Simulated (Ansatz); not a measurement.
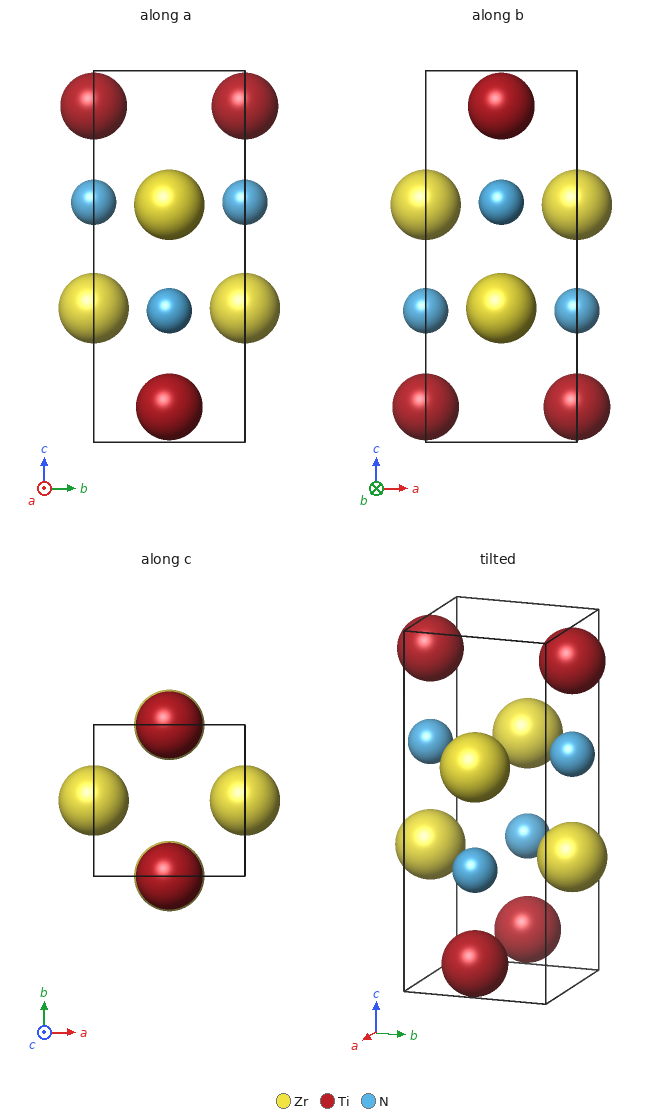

This spheres-only model is shown along the a axis, along the b axis, along the c axis and slightly off an axis. Thin lines show the conventional unit cell, with boundary atoms drawn in all their periodic places.

Lattice parameters: a = 3.194 Å, b = 3.194 Å, c = 7.848 Å, α = 90.00°, β = 90.00°, γ = 90.00°. Put a along x and b in the xy plane.

Give the structure in the form of a POSCAR file, with free fractional coordinates to two decimals.

```
Zr Ti N
1.0
     3.194    0.000    0.000
     0.000    3.194    0.000
     0.000    0.000    7.848
Zr Ti N
2 2 2
Direct
  0.00 0.50 0.64
  0.50 0.00 0.36
  0.00 0.50 0.10
  0.50 0.00 0.90
  0.00 0.50 0.35
  0.50 0.00 0.65
```

Provenance: a structure type filled with these elements by a generator (whether the compound takes this form wasn't checked). It was relaxed at fixed volume with DFT PBE, scalar-relativistic, plane waves, PAW (Ansatz 0.2.0).

At this level of theory the run's own cell isn't at rest (compressed, at 12 GPa), so its distances can differ from those at equilibrium, the more so the softer the solid.
